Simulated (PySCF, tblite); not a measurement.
**C₆H₁₄Si₃: geometry, infrared bands and NMR shifts**

Wanted: the infrared bands and NMR shifts of C₆H₁₄Si₃ (`C=C([SiH3])[Si@H]([SiH3])C#CCC`), by calculation.

The runs use tblite 0.8.0 and PySCF 2.14.0, with density-fitted response routines of our own; the level of theory stands in each step. All values are computed, except where a source is named. Atoms count from 0, in the outputs and in this text.

**1. The starting structure**

23 atoms, charge 0, multiplicity 1; geometry from: force field or distance geometry start.

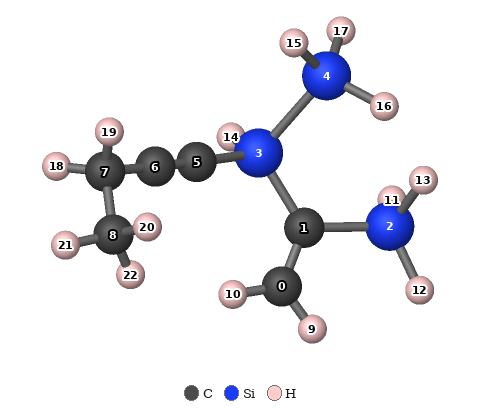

As it starts; carbon dark grey, silicon blue, hydrogen pink, atoms numbered.

**2. Relaxing the molecule with GFN2-xTB**

What the job is given:

```
{"job": {"kind": "relax", "xc": "GFN2-xTB", "basis": "xTB"}, "charge": 0, "multiplicity": 1}
C      1.579200    -1.684000     0.636000
C      1.916100    -0.538900     0.030000
Si     3.626000     0.101500     0.463100
Si     0.858700     0.381900    -1.133700
Si     1.211700     2.562500    -0.791700
C     -0.897400     0.030700    -0.774200
C     -2.066900    -0.180800    -0.554000
C     -3.485600    -0.431700    -0.300900
C     -3.592800    -1.246400     0.949400
H      2.264700    -2.174100     1.331300
H      0.609800    -2.168700     0.479300
H      4.455100     0.174400    -0.753500
H      4.257800    -0.712200     1.508000
H      3.421800     1.478900     0.929600
H      1.220500     0.017800    -2.497200
H     -0.141500     3.170300    -0.683800
H      1.851500     2.729100     0.512400
H      1.987300     3.153900    -1.892000
H     -3.962300    -0.928900    -1.169500
H     -4.049600     0.527500    -0.147100
H     -3.663600    -0.535000     1.834000
H     -4.614900    -1.731400     0.914900
H     -2.790400    -1.969400     1.119700
```

On the command line:

```bash
$ OMP_NUM_THREADS=1 python probes_run.py task.json out
```

This one command runs all jobs of the session in turn.

**Question.** This job is followed by: GFN2-xTB harmonic vibrations, gas phase; GIAO PBE0/pcSseg-1 NMR shielding, non-relativistic, gas phase. What will the session give for the following? strongest single infrared mode (GFN2-xTB); zero-point energy (GFN2-xTB); 13C shifts against TMS (PBE0/pcSseg-1); 1H shifts against TMS (PBE0/pcSseg-1, means over atoms taken as alike); 29Si shifts against TMS (PBE0/pcSseg-1); surface potential, least and greatest.

**Answer**, as computed:

| quantity | value |
| --- | --- |
| strongest single infrared mode (GFN2-xTB) | 801 cm⁻¹, 508 km/mol |
| zero-point energy (GFN2-xTB) | 101.8 kcal/mol |
| 13C shifts against TMS (PBE0/pcSseg-1) | 155.5, 145.7, 124.6, 80.8, 17.1, 17.0 ppm |
| 1H shifts against TMS (PBE0/pcSseg-1, means over atoms taken as alike) | 7.16, 6.99, 5.07, 4.23, 3.49, 2.48, 2.47, 1.29 ppm |
| 29Si shifts against TMS (PBE0/pcSseg-1) | -64.6, -68.0, -114.8 ppm |
| surface potential, least and greatest | -0.81 V and 0.91 V |

What this shows: Over 171 steps the energy fell by 0.660 eV; of the close pairs, C1–Si3 changed most, 1.822 to 1.902 Å. All 63 modes are real, so the xTB geometry is a minimum. The strongest single mode, at 801 cm⁻¹, has its largest shares on H15, H12, H16 and H13 (the list is cut at 4 atoms). Unscaled tight-binding wavenumbers are off by several per cent, some by more. Its intensities can rank the bands wrongly. The most deshielded carbon is C0 (terminal =CH2 carbon), at 155.5 ppm: as expected for a trigonal carbon in a double bond. At PBE0/pcSseg-1: The widest tensor belongs to C6: span 304 ppm, with a paramagnetic part of -213 ppm. At PBE0/pcSseg-1, counted by nearest atom on the grid, the HOMO lies on C5, C6 about 25 % each; Si4 10 %, the LUMO on C0, C1 about 28 % each; H9, H10 about 8 % each.
